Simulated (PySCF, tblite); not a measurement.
**C₃H₉O₂Si₂ radical: geometry, infrared bands and EPR parameters**

Aim: predict the infrared bands and EPR parameters of C₃H₉O₂Si₂ radical (`[SiH3][CH][C@@H]1CO[SiH2]O1`).

The runs use tblite 0.8.0 and PySCF 2.14.0, with density-fitted response routines of our own; the level of theory stands in each step. All values are computed, except where a source is named. Atoms count from 0, in the outputs and in this text.

## (1) The molecule as given

16 atoms, charge 0, multiplicity 2; geometry from: force field or distance geometry start.

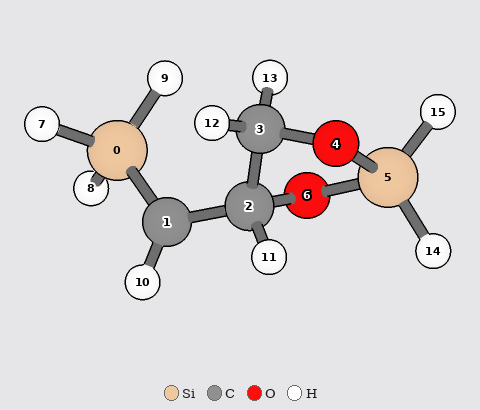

The starting geometry (silicon light orange, carbon grey, oxygen red, hydrogen white), atoms numbered; sticks join atoms by distance.

## (2) Optimising the geometry with GFN2-xTB

Job settings and geometry (Å):

```
{"job": {"kind": "relax", "xc": "GFN2-xTB", "basis": "xTB"}, "charge": 0, "multiplicity": 2}
Si    -2.358400    -0.646600    -0.319500
C     -1.067900    -0.594200     0.930900
C      0.292500    -0.157200     0.571300
C      0.401000     1.248200    -0.013200
O      1.788600     1.488700     0.124100
Si     2.381900    -0.011900    -0.499500
O      0.917800    -0.901600    -0.425100
H     -3.468800     0.232100     0.109400
H     -2.956300    -2.009600    -0.425100
H     -1.913700    -0.164100    -1.621400
H     -1.221400    -1.097400     1.882300
H      0.932600    -0.200500     1.473100
H     -0.196700     1.948500     0.580300
H      0.212700     1.229500    -1.092300
H      3.417200    -0.589800     0.363600
H      2.831400     0.234900    -1.847800
```

Launch:

```sh
OMP_NUM_THREADS=1 python probes_run.py task.json out
```

One launch serves the whole session: the jobs run in the order shown.

What it wrote:

```text
step      E/eV     max force
  0    -614.72740    2.371
  1    -614.92660    1.411
  2    -615.05909    0.966
  3    -615.12402    0.777
  4    -615.20690    0.644
  5    -615.26042    0.594
  6    -615.31089    0.589
  7    -615.34356    0.524
  8    -615.37396    0.463
  9    -615.40246    0.525
 10    -615.43796    0.479
 11    -615.47298    0.513
 12    -615.50099    0.507
 13    -615.52661    0.466
 14    -615.55643    0.443
 15    -615.57906    0.383
 16    -615.59125    0.322
 17    -615.59995    0.235
 18    -615.60871    0.250
 19    -615.61779    0.327
 20    -615.62580    0.266
 21    -615.63137    0.209
 22    -615.63544    0.162
 23    -615.63996    0.169
 24    -615.64503    0.183
 25    -615.64919    0.161
 26    -615.65246    0.154
 27    -615.65545    0.169
 28    -615.65846    0.165
 29    -615.66135    0.133
 30    -615.66410    0.123
 31    -615.66705    0.154
 32    -615.67058    0.167
 33    -615.67463    0.193
 34    -615.67889    0.144
 35    -615.68310    0.175
 36    -615.68770    0.201
 37    -615.69309    0.207
 38    -615.69920    0.187
 39    -615.70425    0.198
 40    -615.70858    0.199
 41    -615.71254    0.151
 42    -615.71620    0.141
 43    -615.71955    0.141
 44    -615.72298    0.150
 45    -615.72649    0.155
 46    -615.73049    0.158
 47    -615.73441    0.141
 48    -615.73796    0.118
 49    -615.74091    0.123
 50    -615.74378    0.156
 51    -615.74563    0.122
 52    -615.74735    0.078
 53    -615.74858    0.092
 54    -615.75066    0.111
 55    -615.75304    0.149
 56    -615.75574    0.109
 57    -615.75783    0.097
 58    -615.75920    0.104
 59    -615.76013    0.093
 60    -615.76120    0.101
 61    -615.76208    0.063
 62    -615.76277    0.076
 63    -615.76340    0.077
 64    -615.76428    0.061
 65    -615.76504    0.068
 66    -615.76576    0.063
 67    -615.76637    0.070
 68    -615.76687    0.053
 69    -615.76724    0.045
 70    -615.76760    0.045
 71    -615.76810    0.057
 72    -615.76866    0.083
 73    -615.76931    0.095
 74    -615.77006    0.082
 75    -615.77081    0.054
 76    -615.77149    0.064
 77    -615.77209    0.067
 78    -615.77282    0.096
 79    -615.77381    0.112
 80    -615.77536    0.077
 81    -615.77662    0.083
 82    -615.77790    0.109
 83    -615.77947    0.129
 84    -615.78188    0.165
 85    -615.78566    0.190
 86    -615.79037    0.192
 87    -615.79590    0.184
 88    -615.77595    0.985
 89    -615.80065    0.247
 90    -615.80424    0.240
 91    -615.80668    0.206
 92    -615.80949    0.219
 93    -615.81304    0.138
 94    -615.81449    0.087
 95    -615.81564    0.082
 96    -615.81713    0.084
 97    -615.81806    0.067
 98    -615.81869    0.126
 99    -615.81924    0.062
100    -615.81981    0.055
101    -615.82067    0.065
102    -615.82189    0.082
103    -615.82376    0.115
104    -615.82586    0.111
105    -615.82737    0.062
106    -615.82814    0.059
107    -615.82868    0.082
108    -615.82934    0.075
109    -615.83017    0.058
110    -615.83143    0.083
111    -615.83235    0.096
112    -615.83402    0.102
113    -615.83534    0.080
114    -615.83672    0.075
115    -615.83802    0.089
116    -615.83932    0.096
117    -615.83907    0.307
118    -615.84084    0.190
119    -615.84186    0.088
120    -615.84295    0.063
121    -615.84547    0.115
122    -615.84634    0.066
123    -615.84680    0.040
124    -615.84705    0.032
125    -615.84721    0.032
126    -615.84736    0.025
127    -615.84753    0.027
128    -615.84767    0.028
129    -615.84782    0.031
130    -615.84800    0.036
131    -615.84820    0.036
132    -615.84838    0.038
133    -615.84854    0.033
134    -615.84870    0.030
135    -615.84890    0.030
136    -615.84913    0.035
137    -615.84941    0.039
138    -615.84966    0.032
139    -615.84992    0.050
140    -615.85017    0.044
141    -615.85051    0.040
142    -615.85084    0.047
143    -615.85132    0.056
144    -615.85184    0.050
145    -615.85235    0.059
146    -615.85287    0.068
147    -615.85357    0.069
148    -615.85449    0.067
149    -615.85611    0.092
150    -615.85786    0.126
151    -615.86006    0.169
152    -615.86060    0.188
153    -615.86403    0.078
154    -615.86594    0.064
155    -615.86828    0.094
156    -615.86943    0.094
157    -615.87126    0.088
158    -615.87286    0.085
159    -615.87402    0.093
160    -615.87493    0.087
161    -615.87591    0.048
162    -615.87680    0.045
163    -615.87721    0.033
164    -615.87750    0.036
165    -615.87768    0.031
166    -615.87786    0.029
167    -615.87806    0.031
168    -615.87816    0.026
169    -615.87822    0.014
170    -615.87825    0.014
171    -615.87829    0.015
172    -615.87832    0.015
173    -615.87836    0.017
174    -615.87839    0.014
175    -615.87842    0.013
176    -615.87844    0.009
```

It took 1.6 s on 1 thread of Intel Xeon 6975P-C, shared host; peak memory 0.18 GiB.

Step by step: (not every step is listed)

```
step  energy from step 0 (eV)  largest force (eV/Å)
   0                   0.0000                2.3712
   1                  -0.1992                1.4106
   2                  -0.3317                0.9661
   3                  -0.3966                0.7769
   4                  -0.4795                0.6442
   5                  -0.5330                0.5941
   6                  -0.5835                0.5893
   7                  -0.6162                0.5242
   8                  -0.6466                0.4626
  24                  -0.9176                0.1834
  40                  -0.9812                0.1990
  56                  -1.0283                0.1090
  72                  -1.0413                0.0828
  88                  -1.0485                0.9850
 104                  -1.0985                0.1110
 120                  -1.1155                0.0631
 136                  -1.1217                0.0352
 152                  -1.1332                0.1885
 168                  -1.1508                0.0265
 171                  -1.1509                0.0152
 172                  -1.1509                0.0146
 173                  -1.1510                0.0166
 174                  -1.1510                0.0136
 175                  -1.1510                0.0129
 176                  -1.1510                0.0093
```

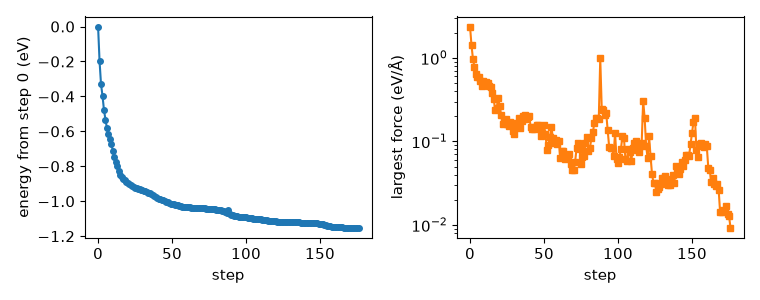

Energy and force, step by step.

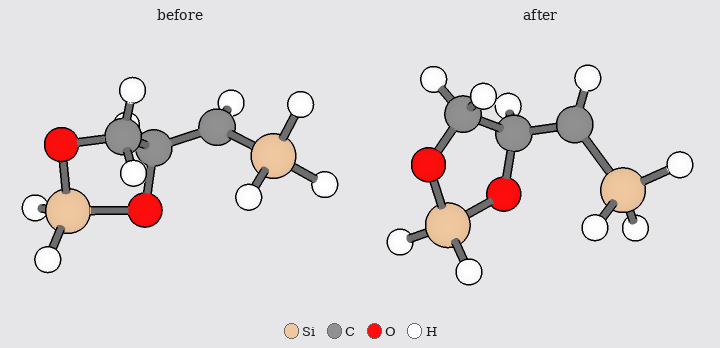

The geometry before (left) and after (right).

Close pairs (by a distance rule), those that changed most:

| bond | before (Å) | after (Å) | change (Å) |
| --- | --- | --- | --- |
| O4–Si5 | 1.730 | 1.640 | -0.090 |
| Si5–O6 | 1.715 | 1.634 | -0.081 |
| Si0–C1 | 1.798 | 1.849 | +0.051 |
| C2–C3 | 1.526 | 1.574 | +0.048 |
| Si0–H8 | 1.492 | 1.466 | -0.027 |
| C3–O4 | 1.415 | 1.389 | -0.026 |
| Si0–H7 | 1.480 | 1.467 | -0.013 |
| Si5–H14 | 1.467 | 1.455 | -0.012 |

The next job starts from the end point, and lists it.

## (3) Infrared spectrum with GFN2-xTB

Job settings and geometry (Å):

```
{"job": {"kind": "ir", "xc": "GFN2-xTB", "basis": "xTB"}, "charge": 0, "multiplicity": 2}
Si    -1.952819    -1.025332    -0.756438
C     -1.286774    -0.107183     0.703441
C      0.158641    -0.039275     0.954654
C      0.719991     1.413523     0.728201
O      1.638553     1.378713    -0.312535
Si     1.920789    -0.134545    -0.877198
O      0.865696    -0.901707     0.106236
H     -3.411909    -0.893738    -0.684819
H     -1.577794    -2.441711    -0.722340
H     -1.478921    -0.436984    -2.016883
H     -1.903501     0.431297     1.405441
H      0.386060    -0.335450     1.992059
H      1.214590     1.781184     1.632373
H     -0.093234     2.096427     0.463310
H      3.275267    -0.556843    -0.555038
H      1.517765    -0.219432    -2.269424
```

What it wrote:

```text
mode    cm-1     km/mol
  1     -38.5      0.75
  2      45.4      0.27
  3     109.1      4.63
  4     117.9      0.23
  5     144.7     17.53
  6     307.4      5.91
  7     443.5      2.73
  8     455.1      5.57
  9     475.2      0.12
 10     501.0     61.82
 11     524.8     62.45
 12     595.4     91.40
 13     617.0    110.17
 14     644.9      8.81
 15     687.0     44.03
 16     769.2    115.01
 17     777.1    113.61
 18     789.5    137.19
 19     796.3    247.05
 20     811.4    209.08
 21     825.4    312.80
 22     838.0    129.93
 23     906.9     19.95
 24     966.2     22.57
 25    1020.5     93.37
 26    1108.7    131.76
 27    1145.2     57.98
 28    1183.1      4.97
 29    1216.1     20.07
 30    1263.5     23.26
 31    1277.0      2.53
 32    1302.7     10.07
 33    1479.6      0.54
 34    2191.5    287.96
 35    2230.2    422.70
 36    2238.5    141.64
 37    2324.0    393.33
 38    2366.0    136.23
 39    2811.1     51.09
 40    2919.2     53.14
 41    2941.2     38.27
 42    3081.1     33.83
```

Wall time 0.51 s (1 thread of Intel Xeon 6975P-C, shared host); peak memory 0.18 GiB.

Which atoms move in the most intense modes:

```
cm⁻¹  km/mol                               atoms
 790   137.2                    H9 38 %, H8 37 %
 796   247.1  H8 24 %, H9 18 %, H7 18 %, O4 13 %
 811   209.1                   O4 36 %, Si5 25 %
 825   312.8                  H14 28 %, H15 25 %
2192   288.0                             H9 91 %
2230   422.7                    H7 55 %, H8 40 %
2238   141.6                    H8 52 %, H7 41 %
2324   393.3                  H14 76 %, H15 19 %
```

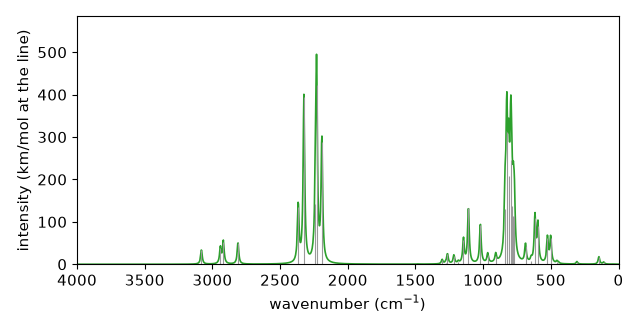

The infrared spectrum from these modes, unscaled. Lines are broadened to a width of 14 cm⁻¹ (Lorentzian).

## (4) g tensor and hyperfine couplings: B3LYP/pcH-1

The job, as its differences from that of step 3:

```diff
@@ -1,2 +1,2 @@
-{"job": {"kind": "ir", "xc": "GFN2-xTB", "basis": "xTB"}, "charge": 0, "multiplicity": 2}
+{"job": {"kind": "epr", "basis": "pcH-1"}, "charge": 0, "multiplicity": 2}
 Si    -1.952819    -1.025332    -0.756438
```

With the program's defaults for keys left out, this is: UKS B3LYP, pcH-1 on C H O Si, non-relativistic, mean-field spin-orbit, GIAO.

What it wrote:

```text
UKS, coarse grid
  cycle   1  E = -849.02773741  |g| = 7.15e-01
  cycle   2  E = -848.74306472  |g| = 1.14e+00
  cycle   3  E = -849.19546842  |g| = 7.85e-02
  cycle   4  E = -849.19727897  |g| = 3.67e-02
  cycle   5  E = -849.19791532  |g| = 9.26e-03
  cycle   6  E = -849.19795968  |g| = 2.18e-03
  cycle   7  E = -849.19796295  |g| = 1.28e-03
  cycle   8  E = -849.19796376  |g| = 5.14e-04
UKS, final grid
  cycle   1  E = -849.19796939  |g| = 8.46e-04
  cycle   2  E = -849.19796891  |g| = 1.47e-03
  cycle   3  E = -849.19796964  |g| = 6.25e-05
  cycle   4  E = -849.19796964  |g| = 1.67e-05
E = -849.19796964 Eh   <S^2> = 0.7537 (exact 0.7500)
g shifts (ppm)      1          2          3
  rmc          -132       -132       -132
  gc              7         25         34
  oz_so          -7        433        596
  total        -132        326        498
hyperfine (MHz)  atom isotope    a_iso     a_fc   dipolar eigenvalues
    0  29Si      48.72      48.80     -2.38      0.08      2.30
    1   13C      79.16      79.26    -74.77    -74.01    148.79
    2   13C     -32.80     -32.81     -2.33      0.33      1.99
    3   13C      82.72      82.73     -6.17     -5.02     11.19
    4   17O       0.09       0.09     -3.91      1.81      2.10
    5  29Si       0.86       0.86     -0.65      0.27      0.38
    6   17O       1.82       1.82     -1.63      0.56      1.07
    7    1H      -1.62      -1.62     -3.49     -2.82      6.30
    8    1H      62.67      62.67     -3.31     -1.85      5.16
    9    1H      74.15      74.15     -3.38     -1.66      5.04
   10    1H     -56.05     -56.06    -35.78     -0.43     36.21
   11    1H      90.82      90.82     -5.01     -3.93      8.94
   12    1H       8.15       8.15     -3.35     -1.83      5.18
   13    1H      -1.83      -1.83     -6.97     -1.35      8.32
   14    1H       0.11       0.11     -0.70     -0.65      1.36
   15    1H      -0.07      -0.07     -1.15     -0.89      2.04
```

Run time: 71 s. Hardware: 1 thread of Intel Xeon 6975P-C, shared host; peak memory 0.96 GiB.

Principal g values 2.00219, 2.00265, 2.00282; g(iso) = 2.00255, against 2.00232 for a free electron.

Mean a(iso) over the nuclei that a row names, and the largest dipolar term of the row (other rows stand at the frozen geometry):

| nuclei | isotope | a(iso) (MHz) | a(iso) (G, at g = 2.0023) | largest dipolar term (MHz) |
| --- | --- | --- | --- | --- |
| H11 | 1H | 90.8 | 32.4 | 8.9 |
| C3 | 13C | 82.7 | 29.5 | 11.2 |
| C1 | 13C | 79.2 | 28.2 | 148.8 |
| H10 | 1H | -56.0 | -20.0 | 36.2 |
| Si0 | 29Si | 48.7 | 17.4 | -2.4 |
| H7, H8, H9 | 1H | 45.1 | 16.1 | 6.3 |
| C2 | 13C | -32.8 | -11.7 | -2.3 |
| H12 | 1H | 8.2 | 2.9 | 5.2 |
| H13 | 1H | -1.8 | -0.7 | 8.3 |
| O6 | 17O | 1.8 | 0.6 | -1.6 |
| Si5 | 29Si | 0.9 | 0.3 | -0.7 |
| H14 | 1H | 0.1 | 0.0 | 1.4 |
| O4 | 17O | 0.1 | 0.0 | -3.9 |
| H15 | 1H | -0.1 | 0.0 | 2.0 |

Mulliken spin populations:

Si0 -0.04; C1 1.00; C2 -0.08; C3 0.04; O4 0.01; Si5 0.00; O6 0.00; H7 0.00; H8 0.03; H9 0.04; H10 -0.04; H11 0.04; H12 0.01; H13 0.00; H14 0.00; H15 0.00

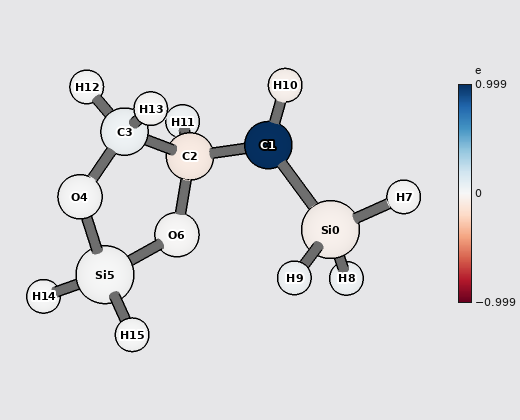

Mulliken spin populations, as colours on the atoms.

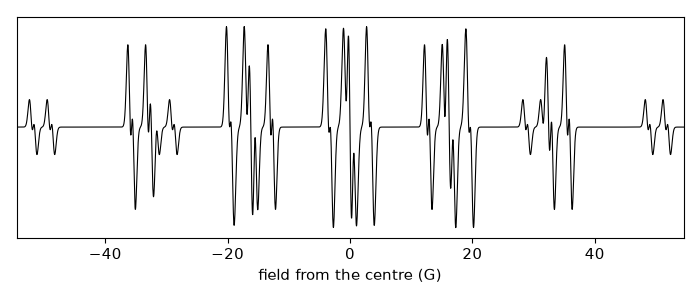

First-order isotropic spectrum (first derivative, main isotopes with spin only, couplings over 0.8 MHz, Gaussian width 0.3 G; couplings of the frozen geometry, rotation of groups not averaged beyond the rows shown).

Orbitals, density, ELF and potential are computed afterwards from the orbital file.

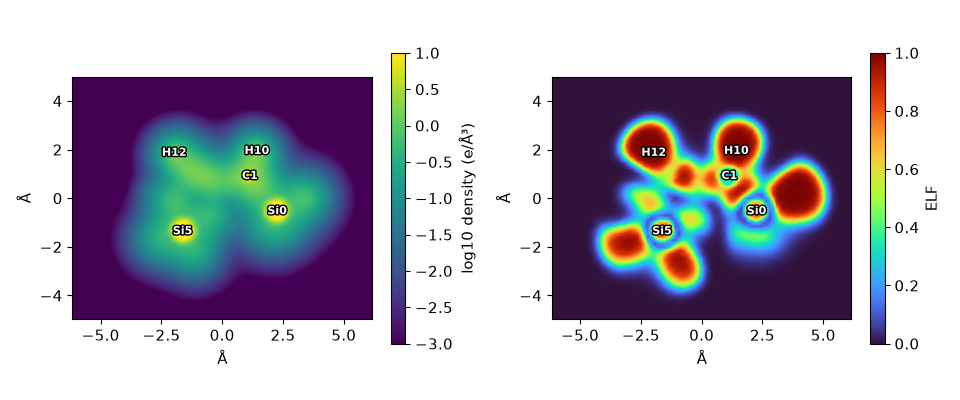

Density (left) and ELF (right) in a plane through or near 5 of the atoms.

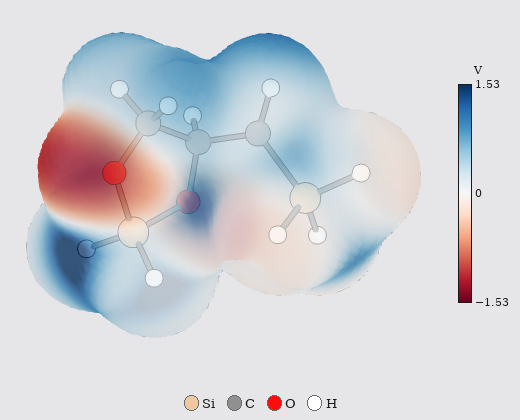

The potential that a unit positive charge feels on the 0.002 e/bohr³ surface, from -1.20 V near O4 to 1.53 V near Si5.

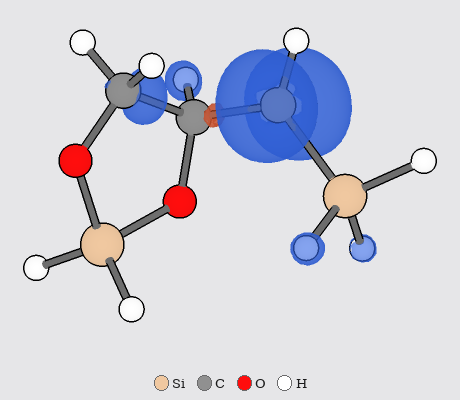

Spin density at ±0.04 e/Å³ (alpha excess blue, beta excess red).

## (5) Summary of results

```
                                 quantity                  value
strongest single infrared mode (GFN2-xTB)  2230 cm⁻¹, 423 km/mol
             zero-point energy (GFN2-xTB)          67.5 kcal/mol
                           g(iso) (B3LYP)                2.00255
                                     ⟨S²⟩     0.754 (exact 0.75)
       largest a(iso) (averaged by class)    1H on H11, 90.8 MHz
    surface potential, least and greatest     -1.20 V and 1.53 V
```

The optimisation took 176 steps and gained 1.151 eV; among the close pairs (by a distance rule), O4–Si5 changed most, from 1.730 to 1.640 Å. The lowest mode is imaginary (38i cm⁻¹), so the xTB geometry is not a minimum. The strongest single mode, at 2230 cm⁻¹, moves mainly H7 and H8. Unscaled tight-binding wavenumbers are off by several per cent, some by more. Its intensities can rank the bands wrongly. C1 carries the largest spin population, 1.00 e. The isotropic g lies 0.2 ppt above the free-electron value.
